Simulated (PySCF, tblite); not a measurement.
# C₅H₉N₃: a rotation path, then NMR shifts on frames

Aim: move C₅H₉N₃ (`CC(C)c1cnn[nH]1`) away from its starting geometry and see how NMR shifts follow the geometry.

The runs use tblite 0.8.0 and PySCF 2.14.0, with density-fitted response routines of our own; the level of theory stands in each step. All values are computed, except where a source is named. Atoms are numbered from 0 throughout.

### 1 Starting geometry

17 atoms, charge 0, multiplicity 1; geometry from: GFN2-xTB.

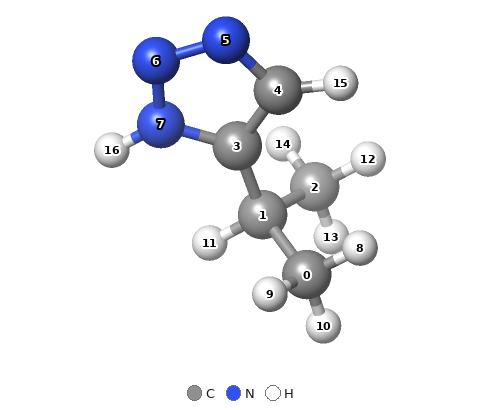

The starting geometry (carbon grey, nitrogen blue, hydrogen white), atoms numbered.

### 2 The rotation path with GFN2-xTB

Job settings and geometry (Å):

```
{"job": {"kind": "neb", "xc": "GFN2-xTB", "basis": "xTB", "atoms": [7, 3, 1, 0], "turn": 120}, "charge": 0, "multiplicity": 1}
C     -1.288767     1.232342    -0.355421
C     -0.655300    -0.160815    -0.394735
C     -1.312138    -1.085620     0.633300
C      0.808879    -0.064198    -0.134292
C      1.545672     0.384887     0.942990
N      2.853427     0.249406     0.653392
N      2.980198    -0.246652    -0.514375
N      1.763472    -0.447835    -1.017701
H     -1.168890     1.671324     0.631867
H     -0.817885     1.890092    -1.083038
H     -2.350667     1.168299    -0.580913
H     -0.799229    -0.587052    -1.395389
H     -1.195158    -0.678937     1.634723
H     -2.373740    -1.187088     0.420851
H     -0.856814    -2.073418     0.607834
H      1.220522     0.785170     1.880158
H      1.639421    -0.837874    -1.939161
```

Method: GFN2-xTB climbing-image nudged elastic band, gas phase.

Started as:

```
OMP_NUM_THREADS=1 python probes_run.py task.json out
```

One launch serves the whole session: the jobs run in the order shown.

The program printed:

```text
image   E - E0 / eV
  0      -0.0000
  1       0.0021
  2       0.0046
  3       0.0202
  4       0.0343
  5       0.0252
  6       0.0133
  7       0.0040
  8      -0.0036
```

Run time: 3.1 s. Hardware: 1 thread of Intel Xeon Platinum 8375C at 2.90GHz, shared host; peak memory 0.19 GiB.

The final band, with the dihedral N7–C3–C1–C0:

```
image  dihedral (°)  energy (eV)  energy (kcal/mol)
    0          -119        0.000                0.0
    1           -95        0.002                0.0
    2           -73        0.005                0.1
    3           -51        0.020                0.5
    4           -29        0.034                0.8
    5            -6        0.025                0.6
    6            18        0.013                0.3
    7            41        0.004                0.1
    8            63       -0.004               -0.1
```

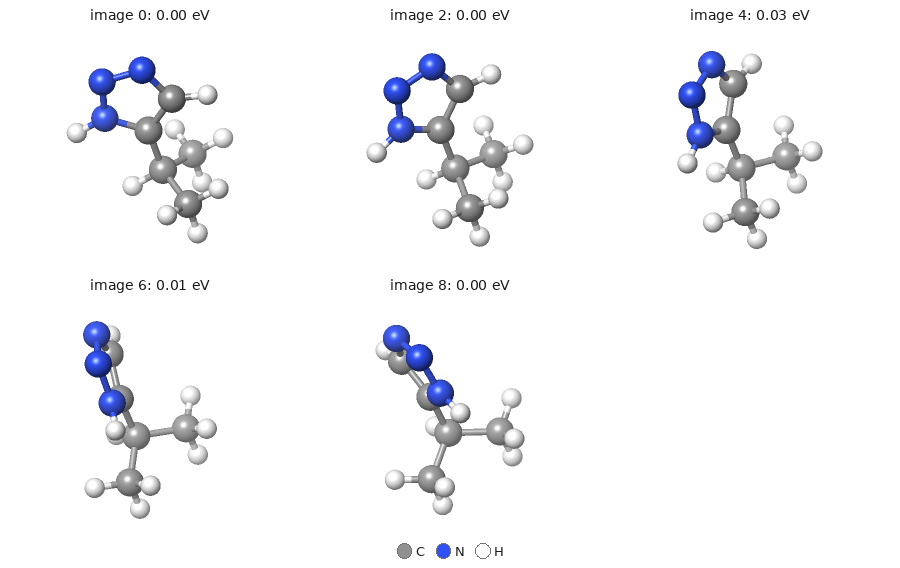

Images along the band.

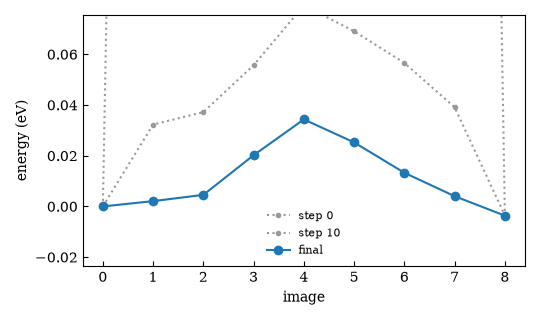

Energy along the band, early and final.

### 3 NMR shieldings: image 0, PBE0/pcSseg-1

Job settings and geometry (Å):

```
{"job": {"kind": "nmr", "xc": "PBE0", "basis": "pcSseg-1", "pop": false}, "charge": 0, "multiplicity": 1}
C     -1.288800     1.232300    -0.355400
C     -0.655300    -0.160800    -0.394700
C     -1.312100    -1.085600     0.633300
C      0.808900    -0.064200    -0.134300
C      1.545700     0.384900     0.943000
N      2.853400     0.249400     0.653400
N      2.980200    -0.246700    -0.514400
N      1.763500    -0.447800    -1.017700
H     -1.168900     1.671300     0.631900
H     -0.817900     1.890100    -1.083000
H     -2.350700     1.168300    -0.580900
H     -0.799200    -0.587100    -1.395400
H     -1.195200    -0.678900     1.634700
H     -2.373700    -1.187100     0.420900
H     -0.856800    -2.073400     0.607800
H      1.220500     0.785200     1.880200
H      1.639400    -0.837900    -1.939200
```

Level: GIAO PBE0/pcSseg-1 NMR shielding, non-relativistic, gas phase.

The program printed:

```text
coarse grid: 14200 points
cycle   1  E = -359.6078649959  dE =  1.383e+00  |g| = 4.757e-01  |ddm| = 3.767e+00
cycle   2  E = -359.5551249972  dE =  5.274e-02  |g| = 6.918e-01  |ddm| = 1.086e+00
cycle   3  E = -359.6610947706  dE = -1.060e-01  |g| = 1.521e-01  |ddm| = 6.785e-01
cycle   4  E = -359.6654599123  dE = -4.365e-03  |g| = 4.917e-02  |ddm| = 1.394e-01
cycle   5  E = -359.6659915035  dE = -5.316e-04  |g| = 9.806e-03  |ddm| = 4.666e-02
cycle   6  E = -359.6660056540  dE = -1.415e-05  |g| = 5.229e-03  |ddm| = 1.069e-02
cycle   7  E = -359.6660108224  dE = -5.168e-06  |g| = 1.073e-03  |ddm| = 3.813e-03
final grid: 137368 points
cycle   8  E = -359.7093446711  dE = -4.317e-05  |g| = 8.163e-03  |ddm| = 3.713e-02
cycle   9  E = -359.7093390310  dE =  5.640e-06  |g| = 9.555e-03  |ddm| = 1.529e-02
cycle  10  E = -359.7093606238  dE = -2.159e-05  |g| = 1.891e-03  |ddm| = 8.854e-03
cycle  11  E = -359.7093614428  dE = -8.190e-07  |g| = 2.529e-04  |ddm| = 1.782e-03
cycle  12  E = -359.7093614548  dE = -1.208e-08  |g| = 1.069e-04  |ddm| = 2.896e-04
cycle  13  E = -359.7093614574  dE = -2.516e-09  |g| = 2.478e-05  |ddm| = 1.024e-04
cycle  14  E = -359.7093614575  dE = -1.035e-10  |g| = 1.047e-05  |ddm| = 2.676e-05
converged SCF energy = -359.7093614575

GIAO shielding tensors (ppm)
atom      isotropic    diamagn.    paramagn.     s11        s22        s33       span
  0 C      159.793     247.060     -87.267    144.721    151.274    183.386     38.665
  1 C      157.297     243.531     -86.234    148.417    161.294    162.178     13.761
  2 C      159.827     247.064     -87.237    144.755    151.339    183.388     38.634
  3 C       35.993     255.865    -219.872    -34.415      6.358    136.035    170.449
  4 C       55.495     250.211    -194.716    -24.836     57.784    133.538    158.374
  5 N     -123.980     327.380    -451.361   -378.480   -186.382    192.922    571.402
  6 N     -123.927     312.679    -436.606   -387.926   -113.289    129.435    517.361
  7 N       14.633     325.361    -310.728   -138.822     85.441     97.281    236.103
  8 H       30.415      30.805      -0.390     26.506     29.441     35.298      8.792
  9 H       30.293      30.102       0.191     26.026     28.467     36.387     10.360
 10 H       30.344      29.812       0.532     26.325     27.384     37.324     10.999
 11 H       28.867      32.349      -3.482     24.391     27.934     34.276      9.885
 12 H       30.411      30.805      -0.394     26.506     29.428     35.300      8.794
 13 H       30.346      29.817       0.529     26.321     27.394     37.325     11.004
 14 H       30.296      30.110       0.186     26.033     28.465     36.390     10.357
 15 H       24.078      31.940      -7.862     21.499     21.940     28.794      7.296
 16 H       21.031      34.070     -13.039     17.831     20.736     24.526      6.695
```

Run time: 30 s. Hardware: 1 thread of Intel Xeon Platinum 8375C at 2.90GHz, shared host; peak memory 0.83 GiB.

Shifts follow as δ = σ(reference) − σ, with reference shieldings (ppm) from runs at the same level and on the same kind of geometry: 1H TMS 31.72, 13C TMS 186.9, 15N NH3 267.7. The references are single molecules in the gas phase, so shifts against H2O, NH3, PH3, H3PO4 or CFCl3 are not on the usual liquid scales and can be off by tens of ppm. Each atom is listed at this fixed geometry, with no averaging over motion; a spectrum would average atoms that exchange fast.

```
atoms                                          environment  σ (ppm)  δ (ppm)
   C3  substituted aromatic carbon next to a ring nitrogen     36.0    150.9
   C4                  aromatic CH next to a ring nitrogen     55.5    131.4
   C1                           sp3 CH on an aromatic ring    157.3     29.6
   C0                                        methyl carbon    159.8     27.1
   C2                                        methyl carbon    159.8     27.1
  H16             hydrogen on a pyrrole-type ring nitrogen    21.03    10.69
  H15   hydrogen on an aromatic CH next to a ring nitrogen    24.08     7.64
  H11            hydrogen on an sp3 CH on an aromatic ring    28.87     2.85
   H9                          hydrogen on a methyl carbon    30.29     1.42
  H14                          hydrogen on a methyl carbon    30.30     1.42
  H10                          hydrogen on a methyl carbon    30.34     1.37
  H13                          hydrogen on a methyl carbon    30.35     1.37
  H12                          hydrogen on a methyl carbon    30.41     1.31
   H8                          hydrogen on a methyl carbon    30.41     1.30
   N5                   pyridine-type nitrogen of an azole   -124.0    391.7
   N6                   pyridine-type nitrogen of an azole   -123.9    391.7
   N7                           pyrrole-type ring nitrogen     14.6    253.1
```

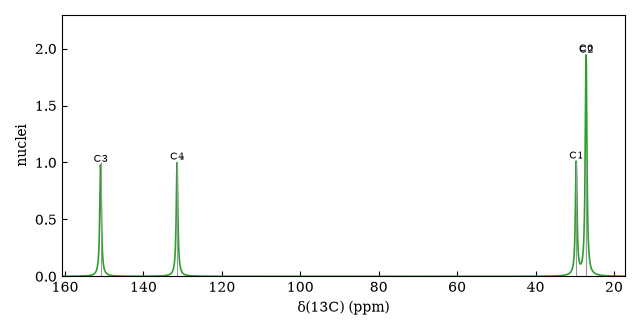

13C lines at the computed shifts, without couplings. Lines are broadened to a width of 0.50 ppm (Lorentzian).

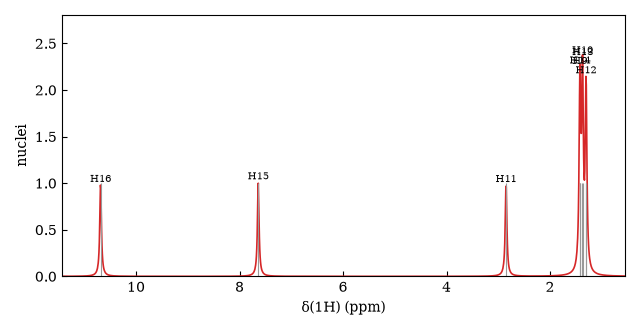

1H lines at the computed shifts, without couplings. Lines are broadened to a width of 0.04 ppm (Lorentzian).

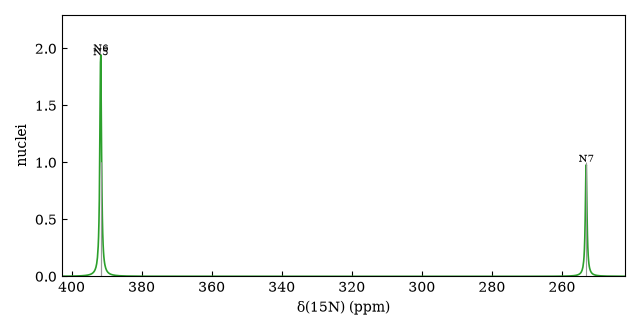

15N lines at the computed shifts, without couplings. Lines are broadened to a width of 0.55 ppm (Lorentzian).

Ring of atoms C3, C4, N5, N6, N7: NICS(0) -13.1, NICS(1) -13.1, NICS(1)zz -33.3 ppm (means of both faces).

The fields below are evaluated on a grid from the run's orbitals.

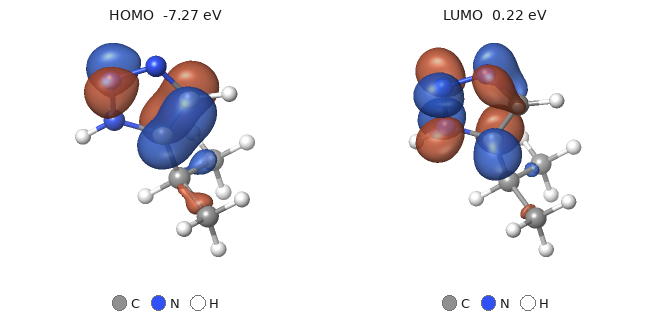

Frontier orbitals at PBE0/pcSseg-1; each surface holds 70 % of the orbital's density, blue and red mark the sign.

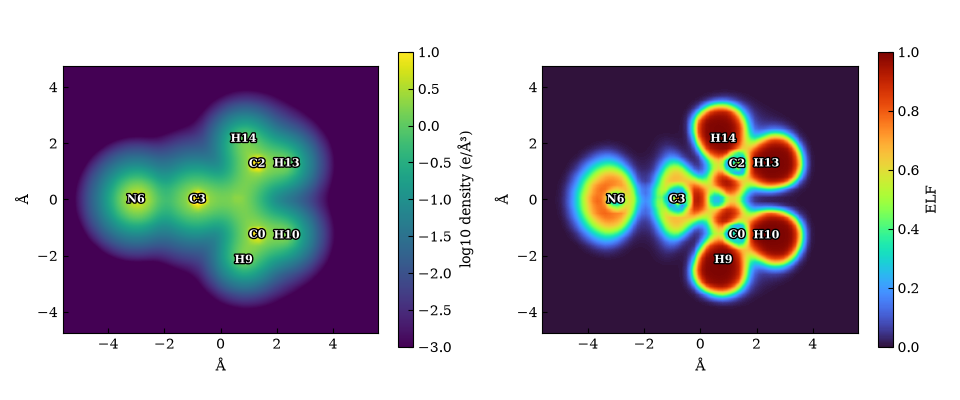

Density (left) and ELF (right) in a plane through or near 8 of the atoms.

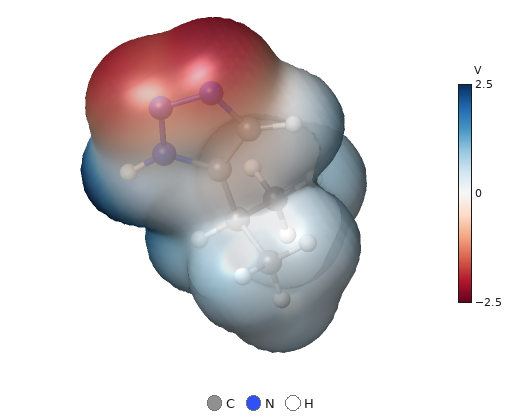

Electrostatic potential on the surface of density 0.002 e/bohr³; red is low, blue high. It runs, from the 1st to the 99th percentile, from -2.12 V near N5 to 2.50 V near H16.

### 4 Nuclear shieldings: image 2, PBE0/pcSseg-1

Job settings and geometry (Å):

```
{"job": {"kind": "nmr", "xc": "PBE0", "basis": "pcSseg-1", "pop": false}, "charge": 0, "multiplicity": 1}
C     -1.253500     1.109700    -0.650700
C     -0.654800    -0.266700    -0.335800
C     -1.347700    -0.896700     0.871800
C      0.812500    -0.140600    -0.095400
C      1.592900    -0.187100     1.042000
N      2.878100     0.010200     0.690100
N      2.951200     0.176100    -0.570900
N      1.722100     0.092100    -1.076600
H     -1.117900     1.781100     0.194300
H     -0.778300     1.554100    -1.523300
H     -2.317800     1.015700    -0.852900
H     -0.809900    -0.915700    -1.207600
H     -1.254400    -0.251100     1.741500
H     -2.404600    -1.042200     0.662300
H     -0.908300    -1.863200     1.107400
H      1.318200    -0.356600     2.061100
H      1.565200     0.192800    -2.067300
```

Level: GIAO PBE0/pcSseg-1 NMR shielding, non-relativistic, gas phase.

The program printed:

```text
coarse grid: 14200 points
cycle   1  E = -359.6087572524  dE =  1.381e+00  |g| = 4.735e-01  |ddm| = 3.784e+00
cycle   2  E = -359.5562670210  dE =  5.249e-02  |g| = 6.892e-01  |ddm| = 1.093e+00
cycle   3  E = -359.6613261358  dE = -1.051e-01  |g| = 1.537e-01  |ddm| = 6.842e-01
cycle   4  E = -359.6658025377  dE = -4.476e-03  |g| = 4.876e-02  |ddm| = 1.413e-01
cycle   5  E = -359.6663296855  dE = -5.271e-04  |g| = 9.328e-03  |ddm| = 4.701e-02
cycle   6  E = -359.6663427306  dE = -1.305e-05  |g| = 4.974e-03  |ddm| = 1.044e-02
cycle   7  E = -359.6663473836  dE = -4.653e-06  |g| = 9.984e-04  |ddm| = 3.574e-03
final grid: 137368 points
cycle   8  E = -359.7099685006  dE = -4.338e-05  |g| = 8.074e-03  |ddm| = 3.652e-02
cycle   9  E = -359.7099639300  dE =  4.571e-06  |g| = 9.253e-03  |ddm| = 1.489e-02
cycle  10  E = -359.7099841724  dE = -2.024e-05  |g| = 1.714e-03  |ddm| = 8.420e-03
cycle  11  E = -359.7099848319  dE = -6.595e-07  |g| = 2.858e-04  |ddm| = 1.644e-03
cycle  12  E = -359.7099848479  dE = -1.599e-08  |g| = 1.111e-04  |ddm| = 3.236e-04
cycle  13  E = -359.7099848506  dE = -2.670e-09  |g| = 2.753e-05  |ddm| = 1.067e-04
cycle  14  E = -359.7099848507  dE = -1.321e-10  |g| = 1.110e-05  |ddm| = 2.988e-05
converged SCF energy = -359.7099848507

GIAO shielding tensors (ppm)
atom      isotropic    diamagn.    paramagn.     s11        s22        s33       span
  0 C      159.157     247.276     -88.119    142.539    150.617    184.315     41.776
  1 C      158.647     243.633     -84.986    151.331    161.447    163.162     11.831
  2 C      165.153     247.416     -82.263    149.775    158.617    187.067     37.292
  3 C       36.980     256.060    -219.080    -29.534      6.531    133.942    163.476
  4 C       55.671     250.074    -194.403    -22.641     59.955    129.698    152.339
  5 N     -120.935     327.919    -448.854   -374.014   -184.089    195.297    569.311
  6 N     -130.325     313.075    -443.400   -394.467   -123.925    127.416    521.883
  7 N       15.405     325.196    -309.792   -139.459     75.292    110.381    249.840
  8 H       30.680      30.494       0.186     27.401     29.151     35.488      8.087
  9 H       30.314      30.957      -0.643     25.036     29.376     36.531     11.495
 10 H       30.323      29.915       0.408     25.926     27.776     37.268     11.342
 11 H       28.705      31.507      -2.802     24.378     27.602     34.136      9.759
 12 H       30.279      31.079      -0.800     26.773     28.613     35.453      8.680
 13 H       30.354      29.605       0.748     25.698     28.238     37.125     11.428
 14 H       30.110      30.283      -0.173     25.950     27.713     36.667     10.717
 15 H       24.200      32.031      -7.831     21.144     22.521     28.935      7.791
 16 H       20.950      34.118     -13.168     17.406     20.316     25.128      7.722
```

Run time: 22 s. Hardware: 1 thread of Intel Xeon Platinum 8375C at 2.90GHz, shared host; peak memory 0.86 GiB.

Key values: δ C3 149.9, C4 131.3, C1 28.3, C0 27.8, H16 10.77, H15 7.52 ppm.

(Part 1 of 2 ends here.)
